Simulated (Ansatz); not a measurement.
HfC: response to strain

The reference is HfC in the rock salt structure (space group Fm-3m, No. 225; a = 4.6071 Å; relaxed with 0.1 eV smearing). Axes: x, y, z lie along the cube axes.

Strains are applied to the cell and any free atomic positions relax; under biaxial strain the out-of-plane vector relaxes too.

All numbers come from PBEsol in Ansatz (plane waves to 420 eV, PAW, spin-orbit coupling left out).

Notes on the quantities. in-plane stress: mean in-plane stress (compression positive).

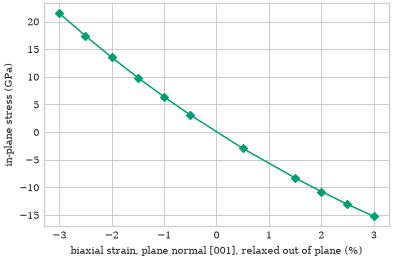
Figure. in-plane stress against biaxial strain, plane normal [001], relaxed out of plane

```csv
"biaxial strain, plane normal [001], relaxed out of plane (%)",in-plane stress
-3,+21.5 GPa
-2.5,+17.4 GPa
-2,+13.5 GPa
-1.5,+9.9 GPa
-1,+6.4 GPa
-0.5,+3.1 GPa
0.5,-2.9 GPa
1.5,-8.3 GPa
2,-10.8 GPa
2.5,-13.1 GPa
3,-15.2 GPa
```

Stability against distortions was not tested. All final runs are without spin polarisation.

Ansatz is a program for electronic structure.
